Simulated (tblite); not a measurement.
# C3H9NO3Si2: the cost of one run

The runs use tblite 0.8.0 and PySCF 2.14.0, with density-fitted response routines of our own; the level of theory stands in each step. All values are computed, except where a source is named. Atoms count from 0, in the outputs and in this text.

### 1 The starting structure

18 atoms, charge 0, multiplicity 1; geometry from: force field or distance geometry start.

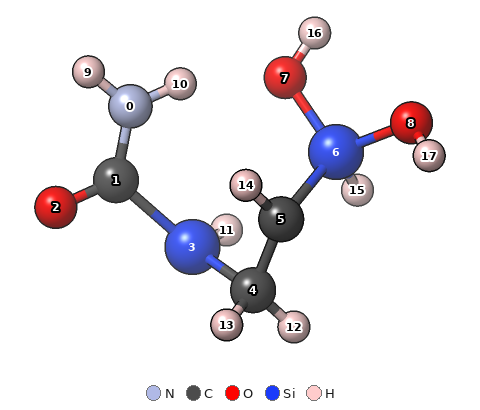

As it starts; nitrogen light blue, carbon dark grey, oxygen red, silicon blue, hydrogen pink, atoms numbered.

### 2 Relaxing the molecule with GFN2-xTB

Job settings and geometry (Å):

```
{"job": {"kind": "relax", "xc": "GFN2-xTB", "basis": "xTB"}, "charge": 0, "multiplicity": 1}
N     -2.189100     0.490900     1.083700
C     -2.194800    -0.738600     0.491900
O     -3.000400    -1.613400     0.778400
Si    -0.865600    -1.185600    -0.806100
C      0.690400    -1.909300    -0.386500
C      1.063100    -0.773500     0.455700
Si     1.294700     1.042900    -0.372800
O      0.070300     2.046200     0.125100
O      2.706200     1.685300     0.213100
H     -2.910400     0.701400     1.779600
H     -1.515900     1.212200     0.855600
H     -0.808200    -0.280500    -1.965100
H      1.346700    -2.110100    -1.232000
H      0.638400    -2.869600     0.124300
H      0.572300    -0.648700     1.421000
H      1.370100     0.967000    -1.826900
H      0.364900     2.960100     0.258500
H      3.358500     1.029500     0.497600
```

Run with:

```
$ OMP_NUM_THREADS=1 python probes_run.py task.json out
```

The driver reads the jobs from task.json and runs them one after another.

**Question.** How long does this first job take on 1 thread of Arm Neoverse N1, shared host, and how much memory does it need?

About 2.6 s, with a peak of 0.18 GiB.
